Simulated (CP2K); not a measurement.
**BSiH2Cl3 (SMILES Cl[SiH2]B(Cl)Cl), run twice**

Wanted: energy and gradient of BSiH2Cl3, GFN1-xTB.

The results are computed with CP2K 2026.2.

6 further runs of the same task are left out: 6 set aside as unsound or not needed.

### 1 The structure to begin with

The species is BSiH2Cl3 (7 atoms), meant as a singlet with charge 0. SMILES: `Cl[SiH2]B(Cl)Cl`. Geometry: relaxed at GFN2-xTB.

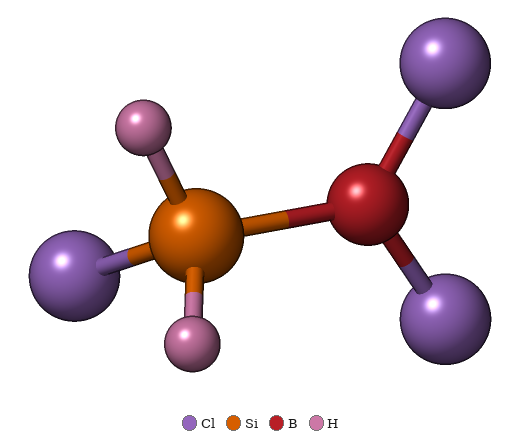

Viewed from a chosen angle; chlorine purple, silicon orange, boron red, hydrogen pink.

### 2 The input as first written

The input, molecule.inp:

```
&force_eval
  method QS
  &dft
    charge 0
    multiplicity 1
    &qs
      method XTB
      eps_default 1.0E-10
      &xtb
        gfn_type 1
        check_atomic_charges F
      &end xtb
    &end qs
    &poisson
      periodic NONE
      poisson_solver ANALYTIC
    &end poisson
    &scf
      scf_guess ATOMIC
      eps_scf 1.0E-07
      max_scf 80
      &diagonalization
        algorithm STANDARD
      &end diagonalization
      &mixing
        method DIRECT_P_MIXING
        alpha 0.4
      &end mixing
    &print
      &moments
        periodic F
        reference COM
        max_moment 1
      &end moments
      &mo ON
        energies T
        occupation_numbers T
        ndigits 6
        &each
          qs_scf 0
        &end each
        add_last NUMERIC
      &end mo
      &hirshfeld OFF
      &end hirshfeld
    &end print
  &end dft
  &subsys
    &cell
      abc [angstrom] 18.7 18.8 19.8
      periodic NONE
    &end cell
    &coord
      Cl    -1.571150    -0.675640     1.642200
      Si     0.177390    -0.063340     0.834410
      B     -0.044970     0.155250    -1.140210
      Cl    -0.498390    -1.173270    -2.136460
      Cl     0.213080     1.660500    -1.926940
      H      0.547970     1.170600     1.530400
      H      1.176070    -1.074100     1.196590
    &end coord
    &topology
      &center_coordinates
      &end center_coordinates
    &end topology
  &end subsys
  &print
    &forces ON
    &end forces
  &end print
&end force_eval

&global
  project molecule
  run_type ENERGY_FORCE
  print_level MEDIUM
&end global
```

On the command line:

```console
$ OMP_NUM_THREADS=1 cp2k.psmp molecule.inp > molecule.out
```

What it wrote:

```text
Possible matches for unknown subsection

 MOMENTS

   subsection MOMENTS in section %__ROOT__%FORCE_EVAL%DFT%ENERGY_CORRECTION%PRINT score:  110
   subsection MOMENTS in section %__ROOT__%FORCE_EVAL%DFT%REAL_TIME_PROPAGATION%PRINT score:  110
   subsection MOMENTS in section %__ROOT__%FORCE_EVAL%DFT%PRINT score:  110
   subsection MOMENTS_FT in section %__ROOT__%FORCE_EVAL%DFT%REAL_TIME_PROPAGATION%PRINT score:  107
   enum SILENT in section %__ROOT__%GLOBAL%PRINT for keyword _SECTION_PARAMETERS_ score:  106

 *******************************************************************************
 *   ___                                                                       *
 *  /   \                                                                      *
 * [ABORT]                                                                     *
 *  \___/               unknown subsection MOMENTS of section PRINT            *
 *    |                                                                        *
 *  O/|                                                                        *
 * /| |                                                                        *
 * / \                                               input/input_parsing.F:192 *
 *******************************************************************************

 ===== Routine Calling Stack =====

            6 section_vals_parse
            5 section_vals_parse
            4 section_vals_parse
            3 section_vals_parse
            2 section_vals_parse
            1 read_input

Program received signal SIGABRT: Process abort signal.

Backtrace for this error:
#0  0x5330a22cf957 in ???
#1  0x5330c2b84cac in __pthread_kill_implementation
#2  0x5330c2b2bfb7 in raise
#3  0x5330c2b15d37 in abort
#4  0x5330a29a2d83 in ???
#5  0x5330a29a4297 in ???
#6  0x5330a2b13e77 in ???
#7  0x5330a2b138f7 in ???
#8  0x5330a2b138f7 in ???
#9  0x5330a2b138f7 in ???
#10  0x5330a2b138f7 in ???
#11  0x5330a23e9807 in ???
#12  0x5330a2c54e8b in ???
#13  0x5330a2c59d0b in ???
#14  0x5330a2370db3 in ???
#15  0x5330a236ef13 in ???
#16  0x5330c2b16573 in __libc_start_call_main
#17  0x5330c2b16657 in __libc_start_main_impl
#18  0x5330a236f06f in ???
#19  0xffffffffffffffff in ???
```

Wall time 0.51 s (1 thread of Arm Neoverse N1, shared host); peak memory 0.13 GiB.

### 3 What went wrong

The program refused the input.

The telling line is `\___/               unknown subsection MOMENTS of section PRINT`. Cause: a section of the input isn't closed.

### 4 Second attempt

The input, qs.inp:

```
&GLOBAL
   PROJECT_NAME qs
   RUN_TYPE ENERGY_FORCE
   PRINT_LEVEL MEDIUM
&END GLOBAL
&FORCE_EVAL
   METHOD QS
   &DFT
      &QS
         METHOD XTB
         EPS_DEFAULT 1.0E-10
         &XTB
            GFN_TYPE 1
            CHECK_ATOMIC_CHARGES F
         &END XTB
      &END QS
      &POISSON
         PERIODIC NONE
         POISSON_SOLVER ANALYTIC
      &END POISSON
      &SCF
         SCF_GUESS ATOMIC
         EPS_SCF 1.0E-07
         MAX_SCF 80
         &DIAGONALIZATION
            ALGORITHM STANDARD
         &END DIAGONALIZATION
         &MIXING
            METHOD DIRECT_P_MIXING
            ALPHA 0.4
         &END MIXING
      &END SCF
      &PRINT
         &MOMENTS
            PERIODIC F
            REFERENCE COM
            MAX_MOMENT 1
         &END MOMENTS
         &MO ON
            ENERGIES T
            OCCUPATION_NUMBERS T
            NDIGITS 6
            &EACH
               QS_SCF 0
            &END EACH
            ADD_LAST NUMERIC
         &END MO
         &HIRSHFELD OFF
         &END HIRSHFELD
      &END PRINT
   &END DFT
   &SUBSYS
      &CELL
         ABC 18.7 18.8 19.8
         PERIODIC NONE
      &END CELL
      &COORD
         Cl    -1.571150    -0.675640     1.642200
         Si     0.177390    -0.063340     0.834410
         B     -0.044970     0.155250    -1.140210
         Cl    -0.498390    -1.173270    -2.136460
         Cl     0.213080     1.660500    -1.926940
         H      0.547970     1.170600     1.530400
         H      1.176070    -1.074100     1.196590
      &END COORD
      &TOPOLOGY
         &CENTER_COORDINATES
         &END CENTER_COORDINATES
      &END TOPOLOGY
   &END SUBSYS
   &PRINT
      &FORCES ON
      &END FORCES
   &END PRINT
&END FORCE_EVAL
```

On the command line:

```console
$ OMP_NUM_THREADS=1 cp2k.psmp -i qs.inp > qs.out 2>&1
```

What it wrote:

```text
CP2K| version string:                                       CP2K version 2026.2
[...]
 GLOBAL| Method name                                                        CP2K
[...]
 GLOBAL| Run type                                                   ENERGY_FORCE
[...]
                             - Atoms:                                          7
[...]
                             - Spherical basis functions:                     44
[...]
 Number of electrons:                                                         30
[...]
     1 P_Mix/Diag. 0.40E+00    0.0     0.27347202       -17.2182026863 -1.72E+01
[...]
    14 DIIS/Diag.  0.57E-07    0.0     0.00000010       -17.2397829450 -1.13E-12
  *** SCF run converged in    14 steps ***
[...]
 TB_DIPOLE| Moment [Debye]          0.26087549      -0.01087565       0.85856745
 TB_DIPOLE| Derivative [a.u.]       0.00000000       0.00000000       0.00000000
[...]
 ENERGY| Total FORCE_EVAL ( QS ) energy [hartree]            -17.239782945003231
 FORCES| Atomic forces [hartree/bohr]
 FORCES|   Atom     x               y               z               |f|
 FORCES|      1  3.76661236E-03  1.33037269E-03 -1.89616077E-03   4.42184191E-03
 FORCES|      2 -4.43532817E-03 -4.07149062E-03  9.86832969E-03   1.15599785E-02
 FORCES|      3  6.07359935E-03 -2.14843309E-03  2.44837521E-02   2.53171580E-02
 FORCES|      4 -7.10439880E-03 -1.94892969E-02 -1.38944172E-02   2.49671786E-02
 FORCES|      5  3.13133732E-03  2.34048782E-02 -1.25903531E-02   2.67602427E-02
 FORCES|      6  2.30808451E-04 -1.81494780E-03 -3.53338426E-03   3.97895871E-03
 FORCES|      7 -1.66263052E-03  2.78891748E-03 -2.43776641E-03   4.06018546E-03
 FORCES| Sum    -1.03216047E-16 -1.73472348E-18 -8.89045781E-17
 FORCES| Total atomic force                                       1.36237240E-16
[...]
```

Wall time 0.59 s (1 thread of Arm Neoverse N1, shared host); peak memory 0.15 GiB.

### 5 Summary of results

Level: GFN1-xTB.

| quantity | value |
| --- | --- |
| total energy | -17.23978 Eh |
| dipole moment (from atomic charges alone) | 0.90 D |
| HOMO energy | -11.55 eV |
| dispersion energy | -9.41 kJ/mol |
| largest force on an atom | 1.376 eV/Å |

The dipole comes from point charges on the atoms alone, without atomic dipoles, so it is partial. The largest force is 1.38 eV/Å: the shape isn't a stationary point for this species at this level.
